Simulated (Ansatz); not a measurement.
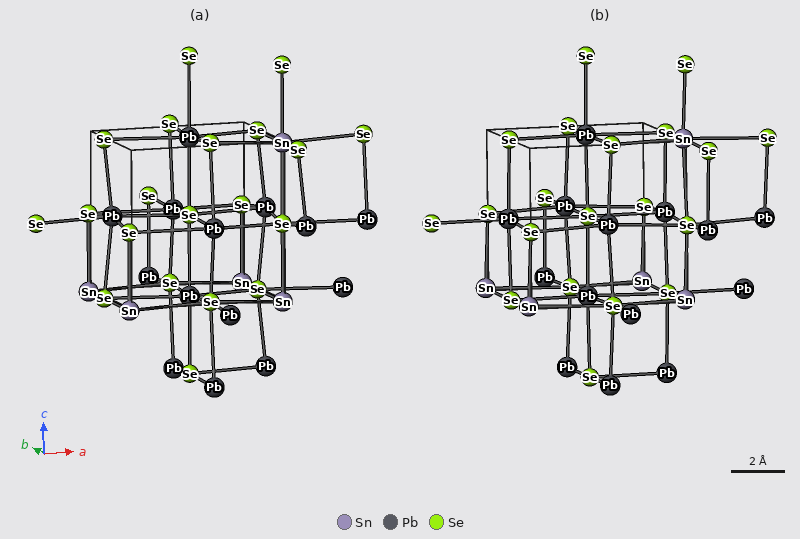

The structure of solid SnPb$_{3}$Se$_{4}$ (a generated structure, set up in P1) (coarse preliminary run) before (left) and after (right) a relaxation, at one scale.

Style: ball-and-stick. Shown: the cell of the calculation, slightly off an axis.

The calculation used DFT PBE, scalar-relativistic, plane waves, PAW in Ansatz. Set-up: plane-wave cutoff 420 eV; k-point mesh 4 × 4 × 4; occupations gaussian; smearing width 0.2 eV; no spin polarisation; cell and atoms relaxed; force threshold 0.025 eV/Å; at most 60 steps.

> What changed between the two?

The atom that moves furthest relative to the cell is a Se atom (0.38 Å roughly along [1 −1 0]). By element the largest moves are Se 0.38 Å, Pb 0.35 Å, Sn 0.20 Å. Cell: a 6.113 → 6.205 Å (+1.5 %), b 6.198 → 6.204 Å (+0.1 %), c 6.123 → 6.204 Å (+1.3 %), α 89.5° → 89.9°, β 88.7° → 90.0°, γ 88.4° → 90.0°. Volume +3.0 %. Some distances before and after: Pb–Se 2.827 → 3.132 Å, Pb–Se 2.847 → 3.134 Å, Pb–Se 3.358 → 3.078 Å, Pb–Se 3.316 → 3.081 Å. Among the angles between lasting bonds that change: Se–Pb–Se 97.1° → 84.1°, Pb–Se–Pb 100.8° → 88.8°, Se–Pb–Se 100.5° → 88.8°. The space group (tolerance 0.01 Å) goes from P1 (No. 1) to R3m (No. 160). After 4 accepted moves (5 points after the start) the energy has fallen by 39.2 meV per atom. Largest force component: 0.55 eV/Å at the start, 0.022 eV/Å at the end. The pressure goes from 2.01 to 0.00 GPa. At 1 point the geometry stayed and the basis and grid were re-selected for the new cell (energy shift of 0.1 meV per atom at most each time).
